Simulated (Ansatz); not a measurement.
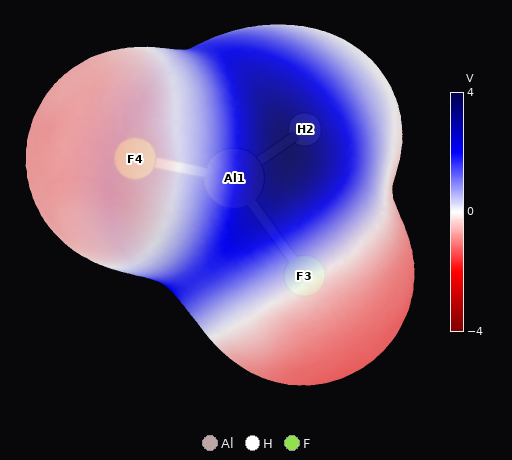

The picture shows: AlF2H. The electrostatic potential painted on the density surface at 0.002 e/bohr³, seen at a tilt; red is negative and blue positive.

Not at a stationary point (largest force 1.6 eV/Å).

These are results of RKS PBE/6-31G* in Ansatz, not measurements.

```yaml
atoms:
  - { symbol: Al, position_ang: [0.1929, 0.0000, 0.1819] }
  - { symbol: H, position_ang: [0.6599, 0.0000, 1.6554] }
  - { symbol: F, position_ang: [1.8091, 0.0000, -0.2021] }
  - { symbol: F, position_ang: [-1.1623, 0.0000, -0.7693] }
```

Q: Where is the surface potential most negative and most positive?

A: The most negative region (about −1.2 V, or −28 kcal/mol for a unit charge) lies over F3, the most positive (about +3.7 V, or +85 kcal/mol for a unit charge) over Al1.
